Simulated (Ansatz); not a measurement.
## C2H5InO (SMILES C[C](=O)[InH2]): the energy, rung by rung

C2H5InO has 9 atoms, charge 0, and is taken as a singlet. As SMILES, `C[C](=O)[InH2]`. The shape was relaxed beforehand at B3LYP/def2-SVP.

```xyz
9

C     0.3512    1.2072   -0.8531
C     0.6029   -0.0785   -0.1019
O     1.6969   -0.5986   -0.0456
In   -0.8779   -1.3137    1.0520
H     1.2788    1.5763   -1.3199
H    -0.4211    1.0370   -1.6226
H    -0.0521    1.9633   -0.1578
H    -1.6028   -2.6917    0.2700
H    -0.9758   -1.1015    2.7786
```

Quantity: the dissociation energy of the C2–C1 bond into doublet CH2InO and doublet CH3 (shapes relaxed at B3LYP/def2-SVP, no zero-point term), in eV. The values are calculated.

```csv
level,kind,program,value (eV)
HF/def2-SVP (core potential),Hartree–Fock,Ansatz,1.47
PBE/def2-SVP (core potential),GGA,Ansatz,2.85
r2SCAN/def2-SVP (core potential),meta-GGA,Ansatz,2.59
B3LYP/def2-SVP (core potential),global hybrid,Ansatz,2.57
wB97M-V/def2-SVP (core potential),range-separated hybrid,Ansatz,2.82
MP2/def2-SVP (core potential),perturbation theory,Ansatz,2.50
```

Spin-orbit coupling, which can split open shells on such heavy atoms by tenths of an eV, is left out. The values span 1.47 to 2.85 eV. Hartree–Fock misses the correlation of the electron pair that is broken and comes out low. Measured bond enthalpies also hold zero-point and thermal terms, a few tenths of an eV less. In the correlated wave-function rows the outer d shell of In is correlated, in sets not made for it.

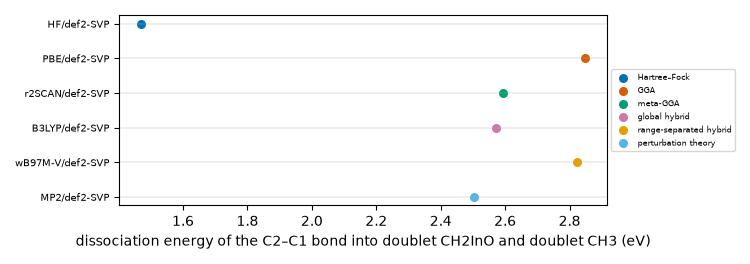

The values of the table, level by level.
